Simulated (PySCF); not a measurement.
# A workflow on CH3FS (SMILES FCS)

Wanted: a structure relaxation (HF-D3(0)/LANL08), then vibrational wavenumbers, then a single-point energy (CCSD(T)/STO-6G), then the excited states (ADC(2)/LANL08) of CH3FS. The job is set up through a Python script.

Program for the calculation: PySCF 2.14.0.

## 1. Starting point

CH3FS has 6 atoms, charge 0, and is taken as a singlet. SMILES: `FCS`. The shape comes from a force field and isn't a relaxed structure. This is one conformer, not always the lowest. The run starts from this shape.

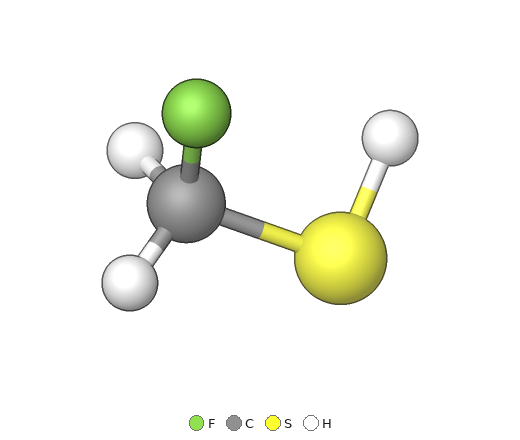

Viewed from a chosen angle; fluorine green, carbon grey, sulfur yellow, hydrogen white.

## 2. A geometry optimisation at HF-D3(0)/LANL08 (density fitting, core potential) (run 1)

job.py reads:

```python
from pyscf import gto
from pyscf import df
from pyscf.geomopt.geometric_solver import kernel as optimise

mol = gto.M(
    atom=[
    ('F', (0.701800, 0.165900, -1.210500)),
    ('C', (-0.063700, -0.426100, -0.257600)),
    ('S', (-0.809500, 0.800700, 0.837600)),
    ('H', (0.691700, -1.071400, 0.288000)),
    ('H', (-0.841100, -1.024400, -0.751300)),
    ('H', (0.362800, 1.491300, 1.047700)),
],
    ecp={'S': 'lanl08'},
    max_memory=1860,
    basis={'default': 'lanl08', 'F': '6-311g**', 'C': '6-311g**', 'H': '6-311g**'},
    spin=0,
    verbose=3,
)

mf = mol.RHF()
mf = mf.density_fit(auxbasis=df.aug_etb(mol, beta=2.0))
mf.disp = 'd3zero'
converged, mol_eq = optimise(mf, maxsteps=100, convergence_set='GAU_TIGHT')
print('converged:', converged)
print(mol_eq.tostring())

mf.reset(mol_eq)
mol = mol_eq
mf.kernel()
energy = mf.e_tot
print('Final energy', energy)
```

Launch:

```sh
$ OMP_NUM_THREADS=1 python job.py
```

The program printed:

```text
convergence_set           GAU_TIGHT
[... 50 lines left out ...]
WARN: Mole.unit (angstrom) is changed to Bohr
[... 24 lines left out ...]
converged SCF energy = -148.969886600304
[... 68 lines left out ...]
converged SCF energy = -148.970698231553
[... 68 lines left out ...]
converged SCF energy = -148.970726064358
[... 58 lines left out ...]
Converged! =D
[... 1 line left out ...]
converged: True
F           0.66062666        0.10933401       -1.34172629
C          -0.01399754       -0.41995812       -0.29419550
S          -0.79259984        0.87815356        0.73181217
H           0.67602247       -1.00067680        0.29721485
H          -0.81691589       -1.03788720       -0.66387127
H           0.32886414        1.40703455        1.22466604
converged SCF energy = -148.970726078275
Final energy -148.9707260782751
```

Wall time 36 s (1 thread of AMD EPYC (Zen 3), shared host); peak memory 0.18 GiB.

The path in brief:

```tsv
step	energy from the first frame kept (eV)	largest force (eV/Å)
0	0.0000	2.5364
1	-0.1376	0.5051
2	-0.1520	0.1707
3	-0.1565	0.0739
4	-0.1597	0.1455
5	-0.1604	0.0841
6	-0.1605	0.0199
7	-0.1605	0.0028
8	-0.1605	0.0004
9	-0.1605	0.0001
```

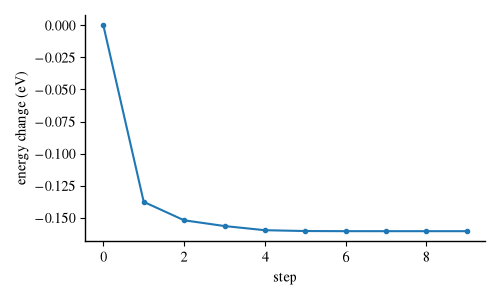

Energy along the run.

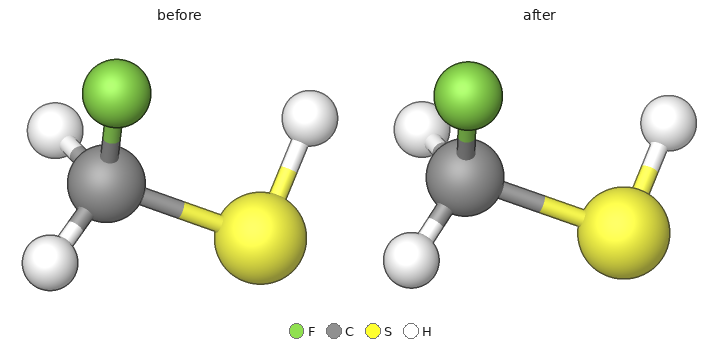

Before and after, at one scale.

After the run. Bond lengths: F1–C2 1.354 Å, C2–S3 1.829 Å, C2–H4 1.078 Å, C2–H5 1.079 Å, S3–H6 1.334 Å. Angles: F1–C2–S3 111.6°, F1–C2–H4 108.4°, F1–C2–H5 109.3°, S3–C2–H4 110.3°, S3–C2–H5 106.4°, C2–S3–H6 97.5°, H4–C2–H5 110.8°.

## 3. Vibrational wavenumbers at HF-D3(0)/LANL08 (density fitting, core potential) (run 2)

calc.py reads:

```python
from pyscf import gto, symm
from pyscf import df
from pyscf.hessian import thermo

mol = gto.M(
    atom=[
    ('F', (0.854922, -0.262155, -1.270714)),
    ('C', (0.180297, -0.791447, -0.223184)),
    ('S', (-0.598305, 0.506665, 0.802824)),
    ('H', (0.870317, -1.372166, 0.368227)),
    ('H', (-0.622621, -1.409376, -0.592859)),
    ('H', (0.523159, 1.035546, 1.295678)),
],
    ecp={'S': 'lanl08'},
    max_memory=1860,
    basis={'default': 'lanl08', 'F': '6-311g**', 'C': '6-311g**', 'H': '6-311g**'},
    verbose=3,
)

myscf = mol.RHF()
myscf = myscf.density_fit(auxbasis=df.aug_etb(mol, beta=2.0))
myscf.disp = 'd3zero'
myscf.kernel()

e_tot = myscf.e_tot
print('Final energy', e_tot)
hess = myscf.Hessian().kernel()
modes = thermo.harmonic_analysis(mol, hess)
thermo.dump_normal_mode(mol, modes)
symm.geom.TOLERANCE = 1e-3  # for the symmetry number
th = thermo.thermo(myscf, modes['freq_au'], 350, 101325)
thermo.dump_thermo(mol, th)
```

Launch:

```sh
$ OMP_NUM_THREADS=1 python calc.py
```

The program printed:

```text
converged SCF energy = -148.970726078274
Final energy -148.97072607827428

WARN: DFTD3 does not support analytical Hessian, using finite difference

WARN: Mole.unit (angstrom) is changed to Bohr

[... 66 lines left out ...]
Gibbs free energy [Eh] -148.95995
```

Wall time 41 s (1 thread of AMD EPYC (Zen 3), shared host); peak memory 0.41 GiB.

## 4. The energy at CCSD(T)/STO-6G (run 3)

input.xyz reads:

```xyz
6
CH3FS
F      0.660627     0.109334    -1.341726
C     -0.013998    -0.419958    -0.294196
S     -0.792600     0.878154     0.731812
H      0.676022    -1.000677     0.297215
H     -0.816916    -1.037887    -0.663871
H      0.328864     1.407035     1.224666
```

calc.py reads:

```python
from pyscf import gto, cc

mol = gto.M(
    atom='input.xyz',
    cart=True,
    verbose=4,
    charge=0,
    basis='sto-6g',
    max_memory=1860,
)

mf = mol.RHF()
mf.kernel()

mycc = cc.CCSD(mf, frozen=7)
mycc.kernel()
e_t = mycc.ccsd_t()
etot = mycc.e_tot + e_t
print('E = %.10f Eh' % etot)
mf.analyze()
```

Launch:

```sh
$ OMP_NUM_THREADS=1 python calc.py
```

The program printed:

```text
PySCF version 2.14.0

[... 59 lines left out ...]
converged SCF energy = -534.640378713572
[... 32 lines left out ...]
Two-electron Energy =                  312.972872954301067
[... 7 lines left out ...]
MO #4   energy= -8.63416584905769  occ= 2
[... 5 lines left out ...]
MO #10  energy= -0.807178891406886 occ= 2
[... 5 lines left out ...]
MO #16  energy= -0.355760037269577 occ= 2
[... 5 lines left out ...]
MO #22  energy= 0.706509693056852  occ= 0
[... 31 lines left out ...]
Dipole moment(X, Y, Z, Debye):  0.33450, -0.66997,  0.80993
```

Run time: 6.6 s. Hardware: 1 thread of AMD EPYC (Zen 3), shared host; peak memory 0.13 GiB.

## 5. The excited states at ADC(2)/LANL08 (core potential, root kind ee) (run 4)

input.py reads:

```python
from pyscf import gto, scf, adc

mol = gto.Mole()
mol.atom = [
    ('F', (0.660627, 0.109334, -1.341726)),
    ('C', (-0.013998, -0.419958, -0.294196)),
    ('S', (-0.792600, 0.878154, 0.731812)),
    ('H', (0.676022, -1.000677, 0.297215)),
    ('H', (-0.816916, -1.037887, -0.663871)),
    ('H', (0.328864, 1.407035, 1.224666)),
]
mol.basis = {'default': 'lanl08', 'F': '6-311g**', 'C': '6-311g**', 'H': '6-311g**'}
mol.max_memory = 1860
mol.ecp = {'S': 'lanl08'}
mol.verbose = 4
mol.build()

calc0 = scf.RHF(mol)
calc0.kernel()

myadc = adc.ADC(calc0, frozen=2)
myadc.method = 'adc(2)'

myadc.method_type = 'ee'
e, vec, osc, x = myadc.kernel(nroots=8)

roots = e * 27.211386
print('root  energy (eV)  strength')
for i, (w, f) in enumerate(zip(roots, osc), 1):
    print('%3d %10.4f %10.5f' % (i, w, f))
```

Launch:

```sh
$ OMP_NUM_THREADS=1 python input.py
```

The program printed:

```text
PySCF version 2.14.0

[... 81 lines left out ...]
adc(2) root 1  |  Energy (Eh) =   0.2734799262  |  Energy (eV) =   7.44176784  |  Osc. strength = 0.00209781  |  conv = True
[... 2 lines left out ...]
adc(2) root 4  |  Energy (Eh) =   0.3495061989  |  Energy (eV) =   9.51054809  |  Osc. strength = 0.01142933  |  conv = True
[... 2 lines left out ...]
adc(2) root 7  |  Energy (Eh) =   0.3775559331  |  Energy (eV) =  10.27382024  |  Osc. strength = 0.10360234  |  conv = True
[... 5 lines left out ...]
  8    10.2738    0.10360
```

It took 52 s on 1 thread of AMD EPYC (Zen 3), shared host; peak memory 0.56 GiB.

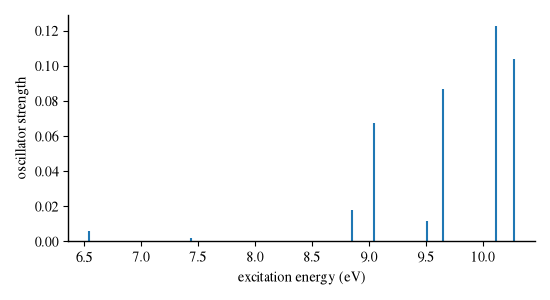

Vertical excitations as sticks.

The roots found:

```tsv
excited state	energy (eV)	strength
1	6.546	0.0060
2	7.442	0.0021
3	8.854	0.0182
4	9.044	0.0674
5	9.511	0.0114
6	9.653	0.0865
7	10.120	0.1228
8	10.274	0.1036
```

## 6. Outcome

| quantity | value |
| --- | --- |
| run 1, HF-D3(0)/LANL08: total energy at the end | -148.97073 Eh |
| run 1, HF-D3(0)/LANL08: dipole moment | 1.88 D |
| run 1, HF-D3(0)/LANL08: HOMO energy | -10.44 eV |
| run 1, HF-D3(0)/LANL08: LUMO energy | 3.65 eV |
| run 1, HF-D3(0)/LANL08: HOMO–LUMO gap | 14.09 eV |
| run 1, HF-D3(0)/LANL08: dispersion energy | -5.07 kJ/mol |
| run 2, HF-D3(0)/LANL08: lowest harmonic wavenumber | 268 cm⁻¹ |
| run 2, HF-D3(0)/LANL08: highest harmonic wavenumber | 3325 cm⁻¹ |
| run 2, HF-D3(0)/LANL08: zero-point energy | 111.0 kJ/mol |
| run 2, HF-D3(0)/LANL08: ideal-gas entropy at 350 K (symmetry number 1 as used) | 67.0 cal/(mol K) |
| run 3, CCSD(T)/STO-6G: total energy | -534.76524 Eh |
| run 3, CCSD(T)/STO-6G: dipole moment (Hartree–Fock density) | 1.10 D |
| run 3, CCSD(T)/STO-6G: HOMO energy (Hartree–Fock orbitals) | -7.65 eV |
| run 3, CCSD(T)/STO-6G: LUMO energy (Hartree–Fock orbitals) | 11.67 eV |
| run 3, CCSD(T)/STO-6G: HOMO–LUMO gap (Hartree–Fock orbitals) | 19.32 eV |
| run 3, CCSD(T)/STO-6G: correlation energy (7 core orbitals frozen) | -124.9 mEh |
| run 3, CCSD(T)/STO-6G: (T) correction | -1.42 mEh |
| run 3, CCSD(T)/STO-6G: T1 diagnostic | 0.007 |
| run 4, ADC(2)/LANL08: dipole moment (Hartree–Fock density) | 1.88 D |
| run 4, ADC(2)/LANL08: HOMO energy (Hartree–Fock orbitals) | -10.44 eV |
| run 4, ADC(2)/LANL08: LUMO energy (Hartree–Fock orbitals) | 3.64 eV |
| run 4, ADC(2)/LANL08: HOMO–LUMO gap (Hartree–Fock orbitals) | 14.08 eV |
| run 4, ADC(2)/LANL08: correlation energy (2 core orbitals frozen) | -420.7 mEh |
| run 4, ADC(2)/LANL08: lowest excitation energy | 6.55 eV |

**Reading.** The optimisation (run 1, HF-D3(0)/LANL08) took 9 steps and changed the energy by -0.160 eV. All 12 modes (run 2, HF-D3(0)/LANL08) are real, so the shape is a minimum at this level. The triples (run 3, CCSD(T)/STO-6G) make up 1.1 % of the correlation energy. The brightest of the 8 transitions from the ground state lies at 10.12 eV (123 nm, f = 0.123); the lowest, at 6.55 eV, has f = 0.006. The basis has no diffuse functions, so Rydberg states are missing or pushed up, and the true lowest state may lie lower. Mulliken charges (run 4, ADC(2)/LANL08) of the mean-field density run from -0.31 on F1 to +0.18 on S3.
